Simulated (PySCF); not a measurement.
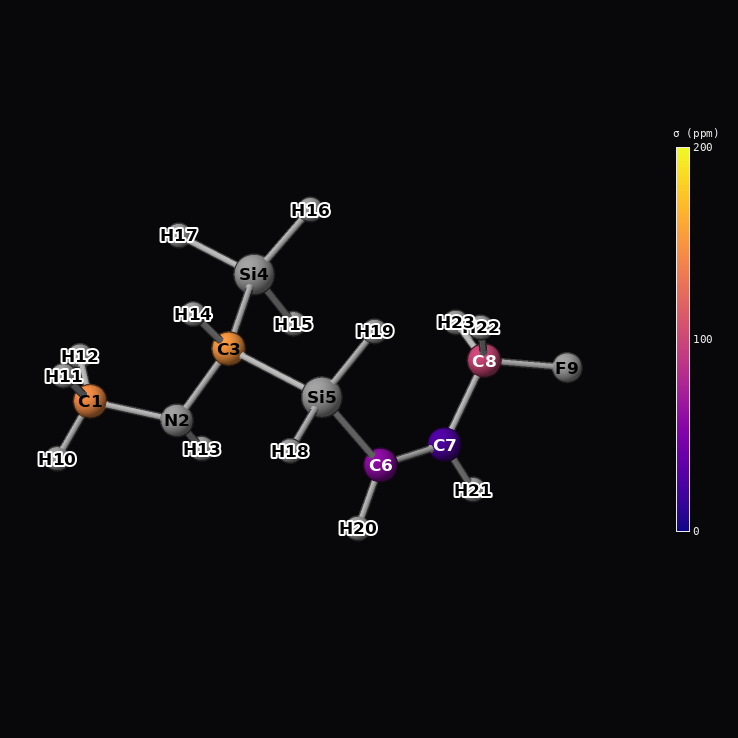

Atoms are coloured by their isotropic NMR shieldings (C only, the others grey). The geometry was computed by an optimisation with GFN2-xTB. No frequency run is at hand to confirm it as a minimum. Method: GIAO PBE0/pcSseg-1 NMR shielding, non-relativistic, gas phase (PySCF 2.14.0).

Q: Which C atom is the most shielded (lowest chemical shift)?

A: C3 (150.9 ppm).

Q: Which C atom is the least shielded (highest chemical shift)?

A: C7 (26.7 ppm).

Q: How wide is the range of C shifts?

A: 124.2 ppm.

Give the isotropic NMR shieldings of the C atoms atom by atom.

```tsv
atom	σ (ppm)
C1	145.7
C3	150.9
C6	58.7
C7	26.7
C8	100.3
```

The geometry is semi-empirical. Around Si such bond lengths and angles can be off by a tenth of an ångström or more and by several degrees, and values that hang on the shape move with them.
